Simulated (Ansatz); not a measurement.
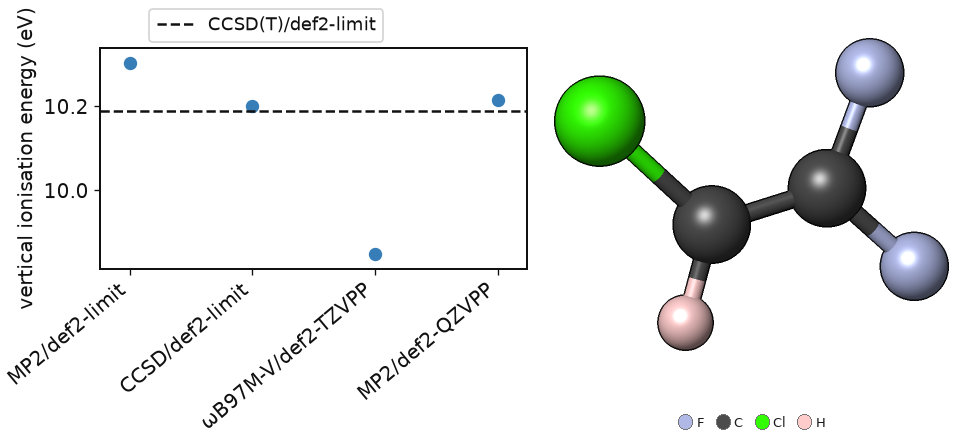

Vertical ionisation energy of C₂HClF₂, SMILES FC(F)=CCl, taken as the energy of the cation less that of the neutral at fixed geometry (unrestricted doublet cation, cores frozen in correlated methods, no spin-orbit coupling), the Ansatz code, at a PBE0-D4/def2-TZVP geometry (a minimum by its frequencies). Limit means an estimate of the basis limit from triple and quadruple zeta; for coupled cluster it is either extrapolated directly or built as the MP2 limit plus the step from MP2 in triple zeta. The distance of MP2/def2-QZVPP to the limit includes basis error.

### Which level comes closest to the line (CCSD(T)/def2-limit), and which misses most?

Closest CCSD/def2-limit (10.20 eV), against 10.19 eV; farthest ωB97M-V/def2-TZVPP (9.85 eV).

### Give the values.

| level | eV | less CCSD(T)/def2-limit |
| --- | --- | --- |
| MP2/def2-limit | 10.30 | 0.11 |
| CCSD/def2-limit | 10.20 | 0.01 |
| ωB97M-V/def2-TZVPP | 9.85 | −0.34 |
| MP2/def2-QZVPP | 10.22 | 0.03 |
| CCSD(T)/def2-limit | 10.19 | 0.00 |
